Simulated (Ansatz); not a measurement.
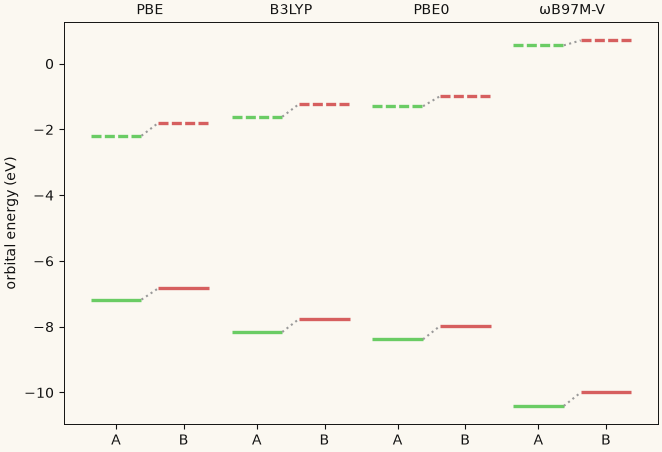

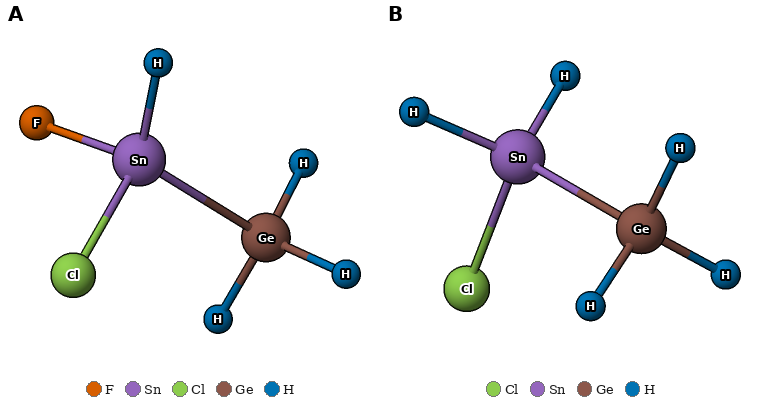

One change: A, SnGeH₄ClF (SMILES [F][Sn@@H]([Cl])[GeH3]), becomes B, SnGeH₅Cl (SMILES [Cl][SnH2][GeH3]). F on Sn is replaced by H. HOMO (solid) and LUMO (dashed) computed in def2-TZVPP at PBE0-D4/def2-TZVP geometries, both minima by their frequencies, gas phase, the Ansatz code. Empty levels above zero depend strongly on the basis.

**What does the change do to HOMO and LUMO?**

PBE: the HOMO rises by 0.35 eV, the LUMO rises by 0.39 eV, and the separation goes from 4.98 to 5.03 eV. B3LYP: the HOMO rises by 0.40 eV, the LUMO rises by 0.39 eV, and the separation goes from 6.55 to 6.54 eV. PBE0: the HOMO rises by 0.40 eV, the LUMO rises by 0.30 eV, and the separation goes from 7.09 to 6.99 eV. ωB97M-V: the HOMO rises by 0.41 eV, the LUMO rises by 0.15 eV, and the separation goes from 10.97 to 10.71 eV.

**Do the functionals agree on the effect?**

They agree on the direction for both levels; the HOMO shift lies between 0.35 and 0.41 eV and the LUMO shift between 0.15 and 0.39 eV, while the separations themselves differ by up to 6.0 eV between functionals.

Caveats: core potentials past krypton; spin-orbit coupling is left out, and with Sn it can shift these values.
